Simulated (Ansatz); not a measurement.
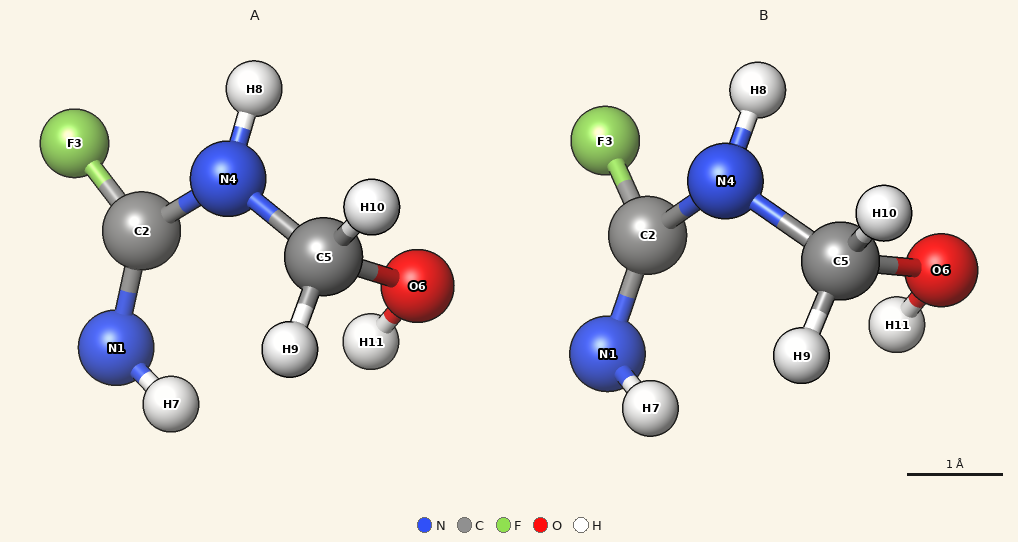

Two geometries of C2H5FN2O, drawn at one scale. One is the start of a relaxation, the other its converged end. The picture is a ball-and-stick view, seen at a tilt.

Level of theory: RKS PBE-D4/STO-3G (Ansatz 0.2.0). Set-up: no spin polarisation; force threshold 0.015 eV/Å; at most 40 steps.

Which of the two is the end point?

Structure B is the relaxed one. The run prepares an end point of a later path (torsion) calculation, from a guessed geometry. Over 11 accepted moves (12 points after the start) the energy falls by 131.7 kJ/mol. The largest force component goes from 4.9 to 0.0072 eV/Å. The line search rejected the trial step at point 3 of the run. H7 moves most after the best rigid fit: 0.44 Å. By element the largest moves are H 0.44 Å, F 0.37 Å, N 0.26 Å, O 0.23 Å, C 0.10 Å. Some distances before and after: C2–N4 1.327 → 1.481 Å, N1–H7 0.977 → 1.083 Å, N4–C5 1.457 → 1.530 Å, N4–H8 0.997 → 1.066 Å. Among the angles between lasting bonds that change: C2–N4–H8 119.5° → 107.4°, N4–C5–H9 116.0° → 105.8°, N4–C5–O6 106.5° → 115.5°.

Limits of the set-up: STO-3G is a minimal basis, so the numbers are rough.
